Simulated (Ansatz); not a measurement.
SiC (space group F-43m, No. 216): the end point of a relaxation with DFT PBE+D3(BJ), scalar-relativistic, plane waves, PAW (Ansatz 0.2.0).

```cif
data_structure
_symmetry_space_group_name_H-M 'F-43m'
_symmetry_Int_Tables_number 216
_cell_length_a 4.3488
_cell_length_b 4.3488
_cell_length_c 4.3488
_cell_angle_alpha 90.000
_cell_angle_beta 90.000
_cell_angle_gamma 90.000
_cell_volume 82.24
loop_
_atom_site_label
_atom_site_type_symbol
_atom_site_symmetry_multiplicity
_atom_site_Wyckoff_symbol
_atom_site_fract_x
_atom_site_fract_y
_atom_site_fract_z
_atom_site_occupancy
Si1 Si 4 d 0.25000 0.25000 0.75000 1
C1 C 4 a 0.00000 0.00000 0.00000 1
```

Describe the stacking along [111], with columns A (0, 0), B (1/3, 2/3), C (2/3, 1/3) of the hexagonal mesh spanned by (a − b)/2 and (b − c)/2.

C(A) – Si(B) – C(B) – Si(C) – C(C) – Si(A) (six layers in 7.53 Å).

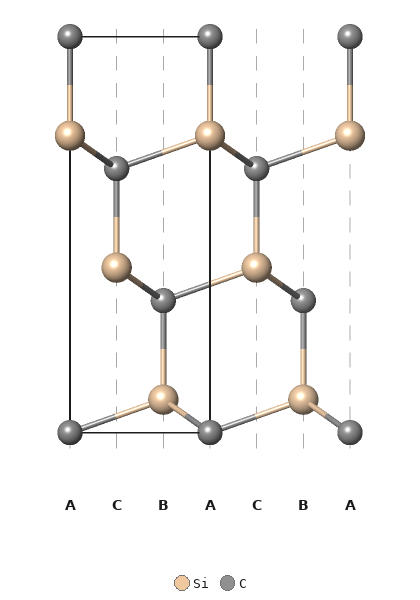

The picture looks along a close-packed row of the hexagonal mesh; [111] points upwards. The dashed lines mark the three columns A (0, 0), B (1/3, 2/3) and C (2/3, 1/3). The box is the hexagonal cell of the face-centred cubic lattice. The sequence starts with the first layer at or above the cell's origin.
